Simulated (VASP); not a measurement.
Band structure of ZrGe (relaxed from the rocksalt structure, space group Fm-3m). Level of theory: r2SCAN meta-GGA, VASP's PBE PAW potentials (set 64) (plane waves; VASP 6.6.1).

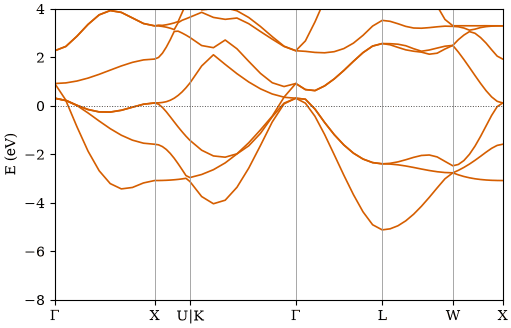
Bands along high-symmetry lines, zero at the valence-band maximum or, without a gap, the Fermi level

### Question
Read the plot: is there a gap, and where are the band edges?

### Answer
It has no gap at this level: it comes out as a metal or semimetal.

The structure was generated: ZrGe was put into the rocksalt type (Fm-3m), which need not be its known phase. It was relaxed first, which changed the volume by -21 %.
